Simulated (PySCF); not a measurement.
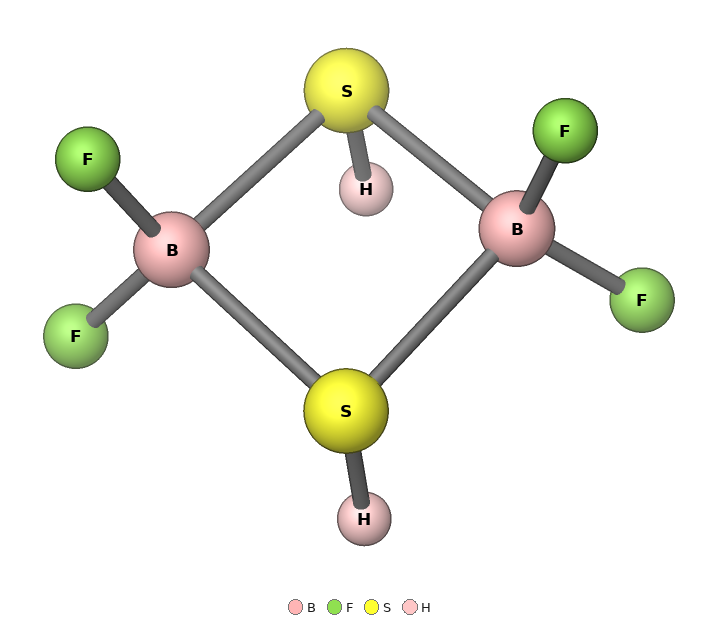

Depth is shown by fading: the farther an atom, the more it takes the colour of the background. Computed geometry: PBE0-D3(BJ)/def2-SVP optimisation. No frequency run is at hand to confirm it as a minimum.

### Which symmetry elements does this geometry have?

It has 1 C2 axis and 2 mirror planes, so the point group is C2v. The group has 4 operations. The geometry is achiral, and symmetry allows a dipole moment.
